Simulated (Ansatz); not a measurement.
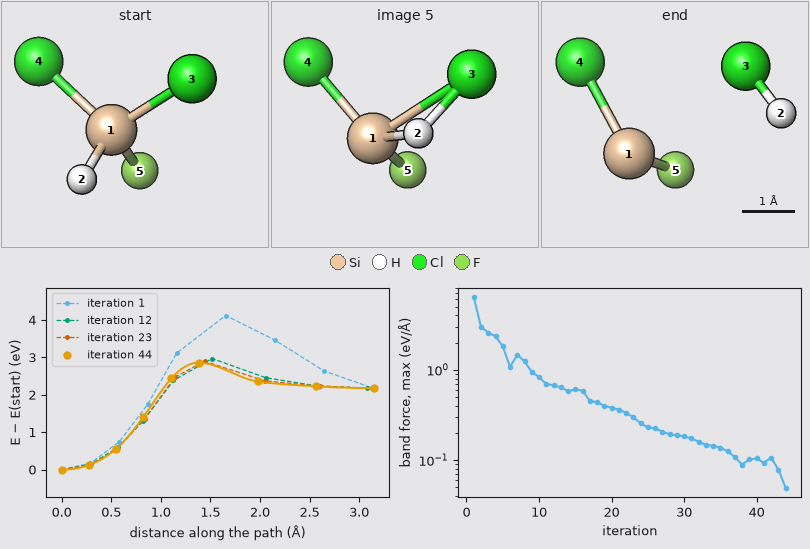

A nudged-elastic-band calculation for SiHCl2F. Images are numbered from 0 (start) to 8 (end). The plot follows the band through its iterations. A ball-and-stick model, seen at a tilt.

Method: RKS PBE0-D4/cc-pVDZ in Ansatz 0.2.0. Run with 7 movable images; climbing image from the first iteration; force threshold 0.05 eV/Å; iteration limit 60; optimiser FIRE; starting path through a guess of the saddle point.

### Judge this run.

The run is converged, with reservations. The band converged in 44 iterations. The largest component of the band force went from 6.3 to 0.049 eV/Å. The climbing image converged on the top of the path. Its curvatures weren't checked. The first iteration put the highest image at 4.12 eV. Forward barrier 2.86 eV, backward barrier 0.68 eV, with image 5 at the top; the reaction energy is +2.18 eV.
